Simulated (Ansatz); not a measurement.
Input file:

```
crystal:
  lattice:
    - [0.0, 4.6129942342, 4.6129942342]
    - [4.6129942342, 0.0, 4.6129942342]
    - [4.6129942342, 4.6129942342, 0.0]
  atoms:
    - { symbol: K, position: [0.25, 0.25, 0.25] }
    - { symbol: Tl, position: [0.1208278811, 0.6263907063, 0.6263907063] }
    - { symbol: Tl, position: [0.6263907063, 0.6263907063, 0.6263907063] }
    - { symbol: Tl, position: [0.6263907063, 0.1208278811, 0.6263907063] }
    - { symbol: Tl, position: [0.6263907063, 0.6263907063, 0.1208278811] }
    - { symbol: P, position: [0.0, 0.0, 0.0] }
basis:
  ecutwfc: 420
kpoints:
  mp_grid: { grid: [8, 8, 8] }
hamiltonian:
  xc: pbe
scf:
  occupations: { method: gaussian, width: 0.1 }
output:
  forces: true
  stress: true
  eigenvalues: true
  write_density: true
  write_potential: true
  elf: true
  volumetric_format: npy
relax:
  adjacent_minimum: "off"
  f_tol: 0.01
  max_steps: 80
  cell: { stress_tol: 0.05 }
```

Command:

```sh
ansatz run input.yaml --threads 1 --pin off --max-ram 2560MiB --backend cpu --events-out ev --progress --plain --runs-dir out
```

Below, planes, directions and counts refer to the conventional cell (a = 9.19 Å, b = 9.19 Å, c = 9.19 Å, α = 90.00°, β = 90.00°, γ = 90.00°).

The fields are those of the run's last geometry, not of the input's.

Space group F-43m; started from the MgInCu4_216 prototype, which need not be the ambient phase.

Level of theory: DFT PBE, scalar-relativistic, plane waves, PAW (Ansatz).

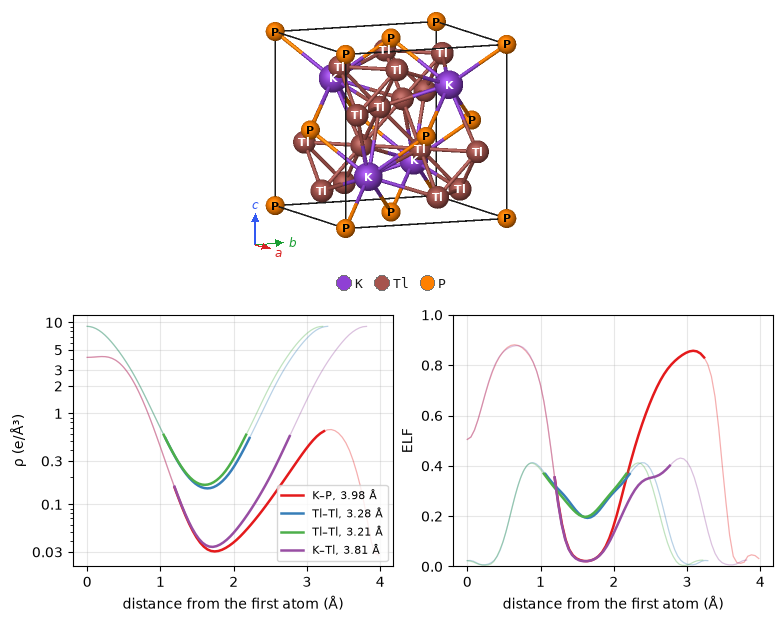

KTl4P. Valence electron density and electron localisation function along straight lines between neighbouring atoms. Thin, pale parts lie inside the atomic spheres. The structure is drawn too.

Core electrons are frozen (PAW), and the valence fields are smoothed inside the atomic spheres.

Question: What can be read from the curves?

Answer: K–P (3.98 Å): ρ at the midpoint is about 0.04 e/Å³, with its minimum of 0.03 e/Å³ about 1.7 Å from K; the ELF is about 0.15 at the midpoint and 0 at its lowest between the atoms: no localised pair shows between them.
Tl–Tl (3.28 Å): ρ at the midpoint is about 0.15 e/Å³; the ELF is about 0.20 at the midpoint (no shared electron pair shows on this line).
Tl–Tl (3.21 Å): ρ is about 0.16 e/Å³ halfway; the ELF is about 0.20 at the midpoint (no shared electron pair shows on this line).
K–Tl (3.81 Å): the density is about 0.04 e/Å³ at the midpoint, with its minimum of 0.03 e/Å³ about 1.7 Å from K; the ELF is about 0.10 at the midpoint: no shared electron pair shows on this line.
